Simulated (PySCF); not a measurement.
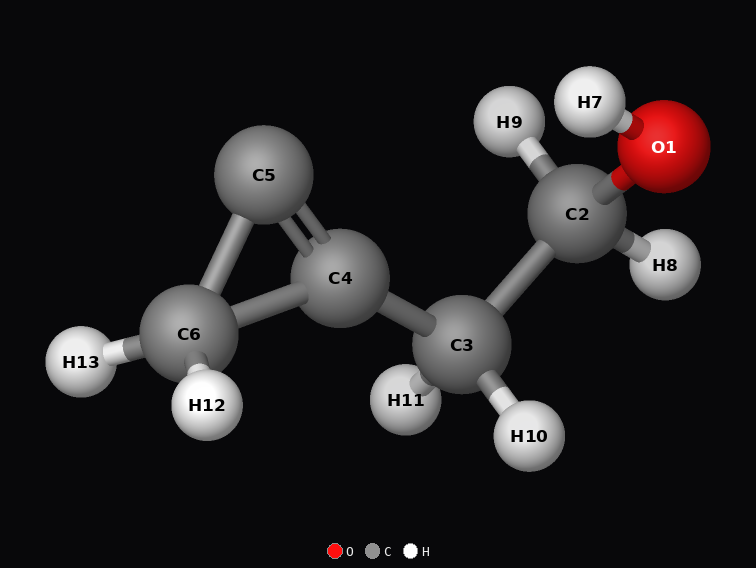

The species is neutral and a spin doublet. The geometry was computed by an optimisation with GFN2-xTB. No frequency run is at hand to confirm it as a minimum. Computed with UKS B3LYP, pcH-1 on C H O, non-relativistic (PySCF 2.14.0). Fermi-contact and spin-dipolar terms alone, no spin-orbit part.

### Which nucleus has the largest dipolar (anisotropic) hyperfine coupling?

13C at C5: principal values −55.0, −38.2, 93.3 MHz.

List the isotropic and dipolar parts for the most strongly coupled nuclei, one of each equivalent set.

| atom | isotope | a_iso (MHz) | dipolar part (MHz) |
| --- | --- | --- | --- |
| C5 | 13C | 440.3 | −55.0, −38.2, 93.3 |
| C6 | 13C | 29.5 | −31.4, −29.3, 60.7 |
| C4 | 13C | 11.2 | −26.7, −7.1, 33.8 |
| H12 | 1H | −19.1 | −14.5, −3.5, 18.0 |
| H13 | 1H | −19.4 | −14.6, −3.4, 18.0 |
| H7 | 1H | 0.0 | −3.1, −1.8, 4.9 |
| H11 | 1H | 0.2 | −2.3, −1.8, 4.1 |
| H10 | 1H | −2.8 | −2.3, −1.7, 4.0 |
